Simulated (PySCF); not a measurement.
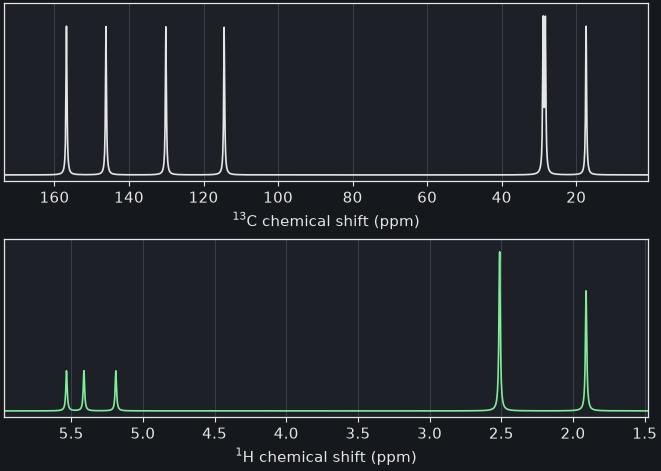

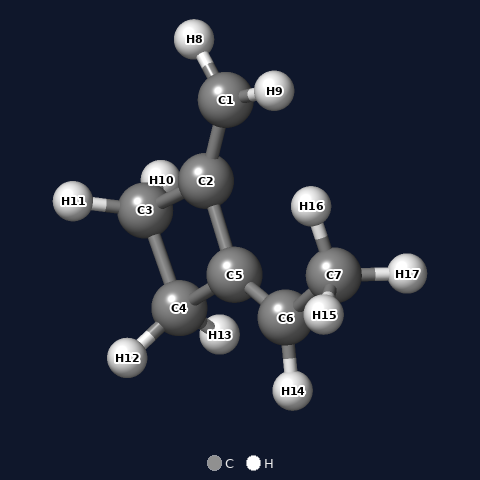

Spectrum and numbered structure of C₇H₁₀, SMILES C=C1CC/C1=C/C. GIAO shifts, PBE0/pcSseg-1, PySCF 2.14.0, at a PBE0-D3(BJ)/def2-SVP geometry (no frequency check), against TMS for ¹³C and TMS for ¹H computed at the same level. Gas phase, fully decoupled, line heights follow the number of nuclei, widths are arbitrary (no quadrupolar broadening); values of one conformer, averaged over nuclei that symmetry, rotation about single bonds or ring flips exchange, these motions taken as fast.

**Assign the ¹³C signals to the numbered atoms.**

```csv
δ (ppm),nuclei,atoms
156.8,1,C2
146.2,1,C5
130.1,1,C6
114.5,1,C1
28.9,1,C3
28.3,1,C4
17.4,1,C7
```

The order of signals that lie close, as those under 2 ppm apart, is within the error of the method.

**Assign the ¹H signals to the numbered atoms.**

```
δ (ppm)  nuclei          atoms
   5.53       1             H9
   5.41       1            H14
   5.19       1             H8
   2.51       2       H12, H13
   2.51       2       H10, H11
   1.91       3  H15, H16, H17
```

The order of signals that lie close, as those under 0.08 ppm apart, is within the error of the method.
